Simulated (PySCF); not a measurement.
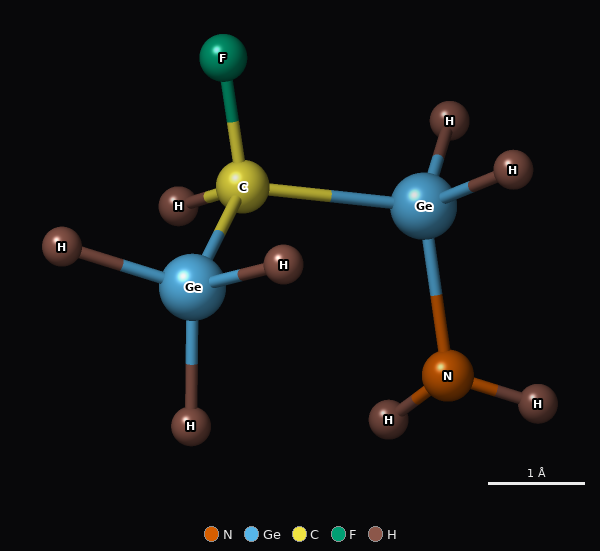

The structure as given in the input (ball-and-stick view, seen at a tilt). Sticks mark near contacts.

## Excited-state calculation of CH₈FGe₂N

- system: CH₈FGe₂N
- method: TDDFT B3LYP/def2-SVPD, vertical, gas phase, core orbitals frozen in the response (PySCF 2.14.0)

The geometry comes from this level: GFN2-xTB.

**The input**
```
{"job": {"kind": "uv", "xc": "B3LYP", "basis": "def2-SVPD", "nstates": 8, "ntriplets": 3}, "charge": 0, "multiplicity": 1}
N      1.874798     0.580907     0.643084
Ge     1.146996    -0.201419    -0.820868
C     -0.629374    -0.876709    -0.252611
F     -1.265017    -1.393422    -1.388465
Ge    -1.832448     0.490597     0.517177
H      2.755301     1.056972     0.509609
H      1.948099     0.015219     1.477646
H      1.944565    -1.343717    -1.429564
H      1.024122     0.890671    -1.840756
H     -0.523075    -1.725034     0.430682
H     -3.198904    -0.099416     0.678926
H     -1.926729     1.669365    -0.390366
H     -1.322723     0.936473     1.847777
```

The first line tells a small driver script what to run in PySCF; the rest is the geometry in Å.

Launch command:
```bash
OMP_NUM_THREADS=1 python <driver script> task.json out
```

**Log**
```
coarse grid: 50208 points
cycle   1  E = -4350.8458830777  dE = -9.279e-01  |g| = 7.968e-01  |ddm| = 4.202e+00
cycle   2  E = -4350.7254506146  dE =  1.204e-01  |g| = 1.144e+00  |ddm| = 2.060e+00
cycle   3  E = -4350.9344503135  dE = -2.090e-01  |g| = 1.360e-01  |ddm| = 1.230e+00
cycle   4  E = -4350.9375294904  dE = -3.079e-03  |g| = 2.983e-02  |ddm| = 1.569e-01
cycle   5  E = -4350.9376483395  dE = -1.188e-04  |g| = 7.746e-03  |ddm| = 3.460e-02
cycle   6  E = -4350.9376612685  dE = -1.293e-05  |g| = 3.226e-03  |ddm| = 1.371e-02
cycle   7  E = -4350.9376640772  dE = -2.809e-06  |g| = 3.639e-04  |ddm| = 4.203e-03
final grid: 102856 points
cycle   8  E = -4350.9375723284  dE = -1.007e-07  |g| = 4.994e-04  |ddm| = 7.615e-03
cycle   9  E = -4350.9375722566  dE =  7.176e-08  |g| = 7.770e-04  |ddm| = 1.570e-03
cycle  10  E = -4350.9375723844  dE = -1.278e-07  |g| = 7.769e-05  |ddm| = 9.041e-04
cycle  11  E = -4350.9375723857  dE = -1.264e-09  |g| = 1.372e-05  |ddm| = 9.623e-05
cycle  12  E = -4350.9375723857  dE = -3.092e-11  |g| = 3.357e-06  |ddm| = 1.561e-05
```

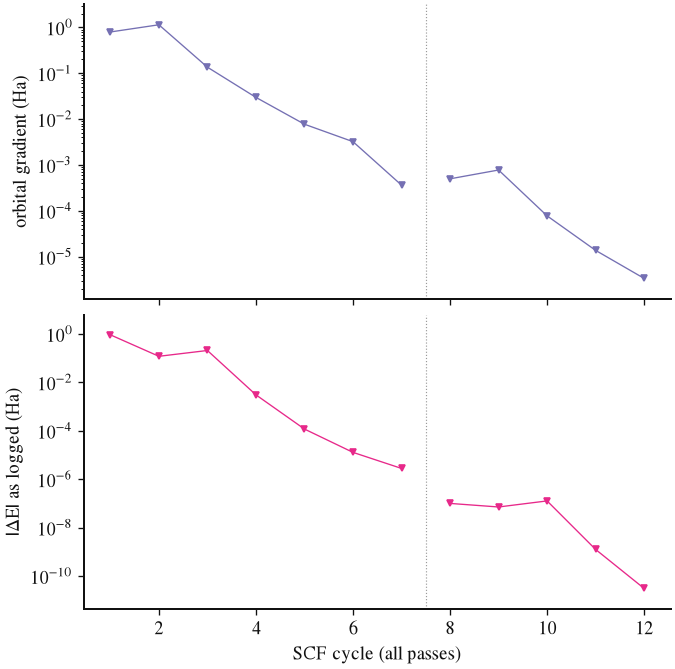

Convergence of the self-consistent field: orbital gradient and size of the energy change against the SCF cycle. The dotted line marks the change from a coarse to the final integration grid. The first 7 cycles use a coarse grid, the final grid takes over at cycle 8, and the field converges after 12 cycles in all.

```
converged SCF energy = -4350.9375723857

Static polarisability (au): isotropic 83.465, principal 72.794 80.467 97.134

Singlet excitations
state   eV       nm        f      main configurations
  1   5.8111    213.4   0.00656   H->L 0.98
  2   6.4964    190.9   0.04657   H->L+1 0.71, H-1->L 0.24
  3   6.5959    188.0   0.00922   H-1->L 0.70, H->L+1 0.26
  4   6.9404    178.6   0.04653   H->L+2 0.78, H->L+3 0.10
  5   7.0773    175.2   0.02023   H-1->L+1 0.69, H->L+2 0.14, H->L+3 0.14
  6   7.1031    174.5   0.04016   H->L+3 0.73, H-1->L+1 0.21
  7   7.3779    168.0   0.02419   H->L+4 0.91
  8   7.4542    166.3   0.00622   H-2->L 0.91

Triplet excitations (Tamm-Dancoff, eV): 5.5025 6.1473 6.4157
```

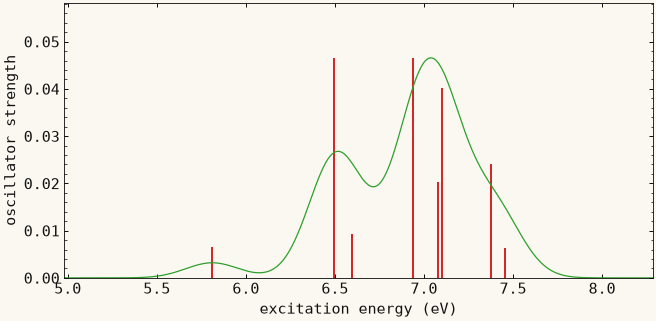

Computed excitations as sticks (degenerate states added up, dark ones marked on the axis), with a Gaussian envelope of 0.35 eV full width at half maximum, scaled to the tallest. Of the 8 states the lowest lies at 5.81 eV (f = 0.007); the strongest line is at 6.50 eV, or 191 nm (f = 0.047).

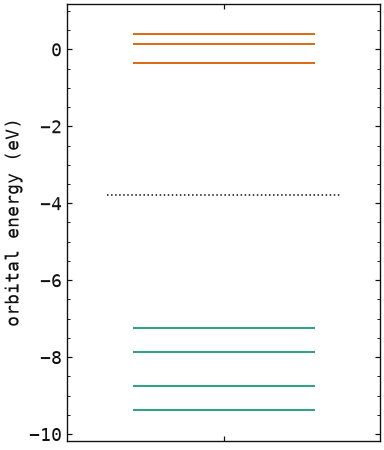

Orbital energies near the frontier; the dotted line parts filled from empty levels, and levels within 0.02 eV of each other stand side by side. Highest filled −7.23 eV, lowest empty −0.34 eV, 6.89 eV apart.

**Key numbers**

| quantity | value |
| --- | --- |
| outcome | converged |
| total energy | −4350.937572 hartree |
| HOMO | −7.23 eV |
| LUMO | −0.34 eV |
| dipole moment | 2.35 D |
| mean polarisability | 83.47 a.u. |
| lowest singlet excitation | 5.81 eV |
| hardware | 1 CPU thread, shared host |
| wall time | 50 s |
| peak memory | 0.84 GiB |

**Remarks**

Spin–orbit coupling is left out, which matters for the heavy atoms.
